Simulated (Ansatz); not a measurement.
The calculation's input:

```
crystal:
  periodic: [false, false, false]
  atoms:
    - { symbol: Zr, position_ang: [0.0, 0.0, 0.0] }
    - { symbol: F, position_ang: [0.0, 0.0, 2.33] }
    - { symbol: F, position_ang: [1.8671, 0.0, -0.6593] }
    - { symbol: F, position_ang: [-0.9326, 1.6157, -0.6593] }
    - { symbol: F, position_ang: [-0.9326, -1.6157, -0.6593] }
    - { symbol: O, position_ang: [-2.2491, 0.0, 0.7473] }
    - { symbol: H, position_ang: [-2.7942, -0.6297, 0.1759] }
    - { symbol: H, position_ang: [-1.3253, 0.0, 1.9476] }
basis:
  gaussian: { orbitals: def2-SVP }
hamiltonian:
  xc: b3lyp
  dispersion: d4
relax:
  f_tol: 0.15
  max_steps: 25
  restrain:
    - { distance: [0, 5], at: 3.27, k: 30.0 }
    - { distance: [7, 1], at: 2.12, k: 30.0 }
    - { distance: [0, 1], at: 1.98, k: 30.0 }
    - { distance: [7, 5], at: 1.01, k: 30.0 }
output:
  orbitals: {}
```

Run with:

```sh
ansatz run input.yaml --threads 2 --pin off --max-ram 3072MiB --backend cpu --events-out ev --progress --plain --runs-dir out
```

The fields are those of the run's last geometry, not of the input's.

Core potentials replace the inner electrons of Zr; not at a stationary point (largest force 1.1 eV/Å).

All numbers below come from RKS B3LYP-D4/def2-SVP (Ansatz 0.2.0).

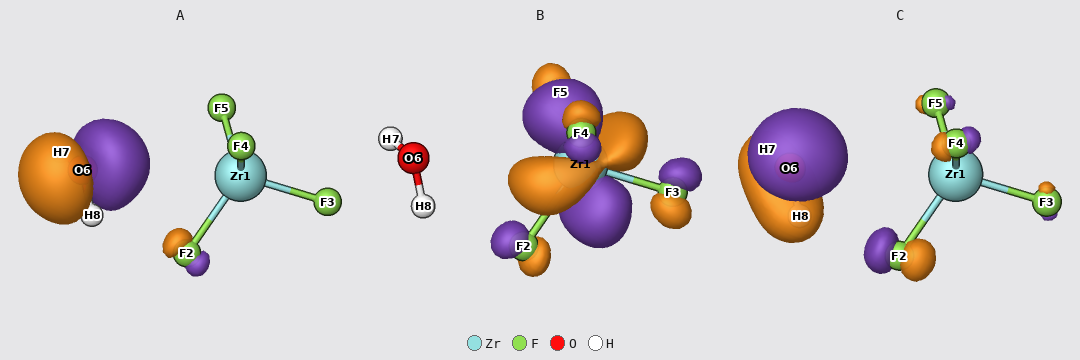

F₄Zr···H₂O. Three frontier orbitals at ±0.15 Å⁻³ᐟ² (orange and purple are the two phases), in no order.

Which picture is the HOMO−1, the HOMO and the LUMO?

C is the HOMO−1 (−10.96 eV). By Hirshfeld shares it lies mainly on O6 (about 75 %), H8 (about 5 %) and H7 (about 5 %); largely a lone pair of O6. A is the HOMO (−9.04 eV). By Hirshfeld shares it lies mainly on O6 (about 85 %); largely a lone pair of O6. B is the LUMO (−1.52 eV). It lies mainly on Zr1 (about 75 %) and F3 (about 5 %).

What is the HOMO–LUMO gap?

7.52 eV between the orbital energies.
